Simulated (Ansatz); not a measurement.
**Abstraction of F: C2H2F2 + GeHF2 → C2H2F + GeHF3**

Species: C2H2F2 (vinylidene fluoride) `C=C(F)F`, singlet; GeHF2 `[F][GeH][F]`, doublet; C2H2F `C=[C]F`, doublet; GeHF3 `[F][GeH]([F])[F]`, singlet. A radical takes F: the energy is the difference in strength between the C–F bond broken and the Ge–F bond made.

Shapes, held fixed at every level: PBE0-D4/def2-TZVP. Programs: Ansatz 0.2.0. The zero-point and thermal change to 298 K, harmonic and unscaled (PBE0-D4/def2-TZVP), is -3.2 kJ/mol.

```csv
level,kind,ΔH(298 K) (kJ/mol),CPU time (sum over the molecules)
HF/def2-SVP,Hartree–Fock,-33.1,–
HF/def2-TZVPP,Hartree–Fock,-46.7,–
SPW92/def2-TZVPP,LDA,+34.8,9.3 s
B3LYP-D4/def2-TZVPP,global hybrid,+2.5,24 s
r2SCAN0-D4/def2-TZVPP,global hybrid,-10.4,33 s
wB97X-V/def2-TZVPP,range-separated hybrid,-4.4,48 s
B2PLYP/def2-TZVPP,double hybrid,-7.7,32 s
```

B2PLYP/def2-TZVPP gives ΔH(298 K) = -7.7 kJ/mol; the levels span -46.7 to +34.8. They disagree on the sign: 2 of 7 are positive. The median of the levels is -7.7. No measured value is set beside it here. Spin contamination: C2H2F (⟨S²⟩ up to 0.93). Open shells run unrestricted. Relativity is left out for Ge. Outer-core shells of Ge are correlated, in sets that cover them unevenly. Times are processor times on shared x86 and Arm servers, and rough.

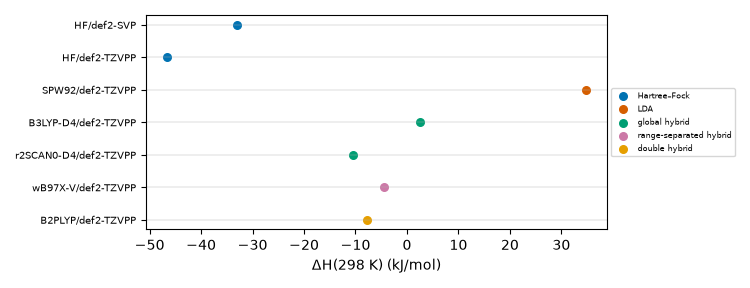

The values of the table, level by level.
